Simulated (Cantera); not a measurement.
Feed: 1 mol CH3F, 0.47 mol F2, 0.15 mol H2, equilibrated at 4.10 mbar.

Method: chemical equilibrium by Gibbs-energy minimisation in Cantera with the NASA 1993 tables (ideal gas, pure condensed phases). Candidate condensed phases: C, C6H6, C7H8, C8H18; 95 gas species. The numbers say what is thermodynamically allowed, not how fast it happens.

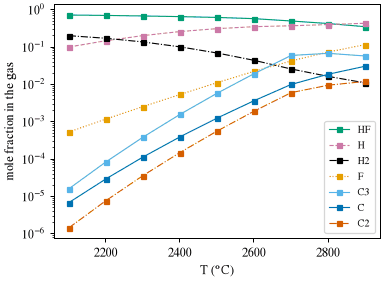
Figure: Equilibrium gas composition (values under 1e-9 drawn at 1e-9)

From 2102 °C to 2702 °C the condensed part is C(graphite). From 2802 °C to 2902 °C nothing is condensed. The main C-bearing gas is C2H2 (acetylene) at 2102 °C and C3 at 2902 °C.
